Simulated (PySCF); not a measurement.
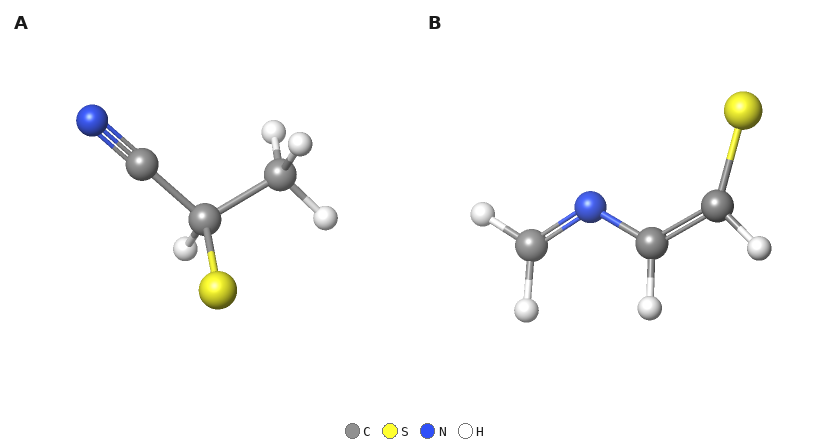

2 stationary structures of one formula. State: charge −1, singlet. Geometries: PBE0-D3(BJ)/def2-SVP. Electronic energies: PBE0-D3(BJ)/def2-SVP (PySCF 2.14.0), without zero-point energy. No frequency run is at hand to confirm each as a minimum. Each is one conformer, not always the lowest.

Question: Which is lowest in energy, and by how much?

Answer: A is lowest; B lies 68.1 kJ/mol above it. A is `C[C@@H]([S-])C#N`, B is `C=N/C=C\[S-]`.
